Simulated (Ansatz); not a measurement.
```json
{"atom": "W", "x (Å)": "1.1209", "y (Å)": "0.0098", "z (Å)": "-0.5411"}
{"atom": "W", "x (Å)": "-0.9942", "y (Å)": "0.7442", "z (Å)": "-0.0844"}
{"atom": "P", "x (Å)": "-0.7183", "y (Å)": "-1.4075", "z (Å)": "-1.0622"}
{"atom": "P", "x (Å)": "0.5915", "y (Å)": "0.6536", "z (Å)": "1.6877"}
```

Geometry: PBE-D4/def2-SVP; core potentials replace the inner electrons of W.

Computed with UKS PBE0-D4/def2-TZVP in Ansatz.

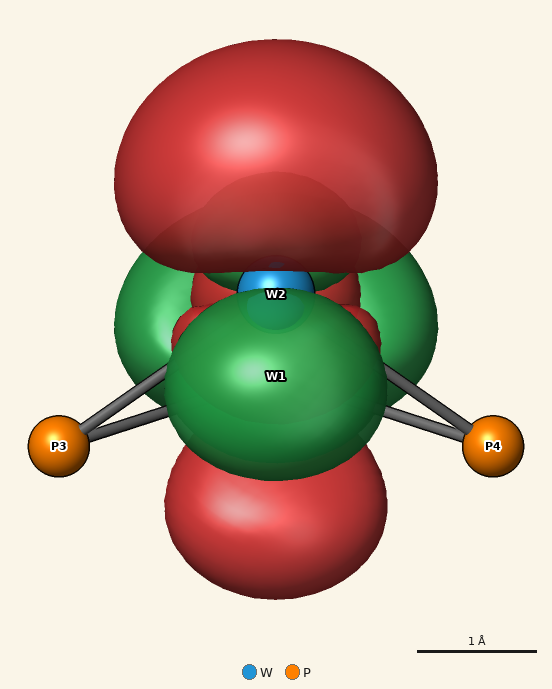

P$_{2}$W$_{2}$ (quintet). The LUMO (α) at ±0.1 Å⁻³ᐟ² (green and red are the two phases), seen from one side.

> What is the character of this orbital?

By Hirshfeld shares it lies mainly on W1 (about 45 %) and W2 (about 45 %). Its energy is −2.73 eV.
